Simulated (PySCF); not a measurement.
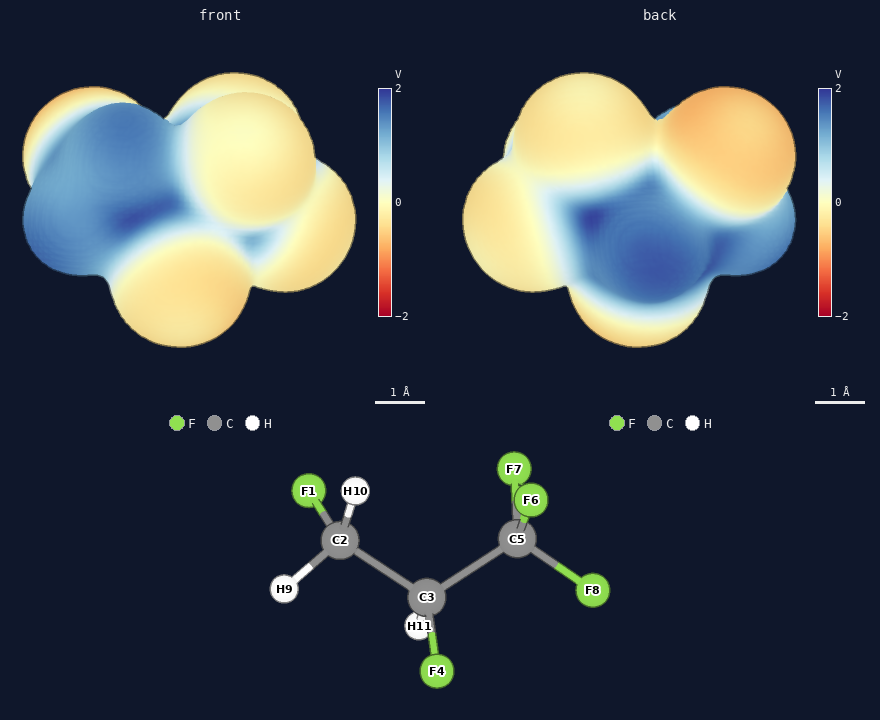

Figure 1: C3H3F5 (SMILES FC[C@H](F)C(F)(F)F). The molecular electrostatic potential painted on the density surface at 0.004 e/bohr³, seen from the front and from behind; red is negative and blue positive. The bare structure is drawn below in the same view.

Geometry: GFN2-xTB.

The calculation used KT2/pcSseg-1, SCF density, gas phase, non-relativistic (PySCF 2.14.0).

```xyz
11

F     1.8788   -0.7458   -0.6506
C     1.2608   -0.0855    0.3676
C     0.0023    0.6094   -0.1618
F    -0.3284    1.6382    0.6739
C    -1.2029   -0.3434   -0.2438
F    -1.4697   -0.9162    0.9335
F    -0.9744   -1.3261   -1.1185
F    -2.3073    0.2903   -0.6394
H     1.9538    0.6740    0.7450
H     1.0262   -0.8133    1.1513
H     0.1826    1.0290   -1.1611
```

> Which sites attract a positive test charge, and which a negative one?

A positive charge is drawn to the negative regions and a negative charge to the positive ones. The most negative region (about −0.7 V, or −16 kcal/mol for a unit charge) lies over F1, the most positive (about +1.8 V, or +42 kcal/mol for a unit charge) over C2, C3, C5 and H11.
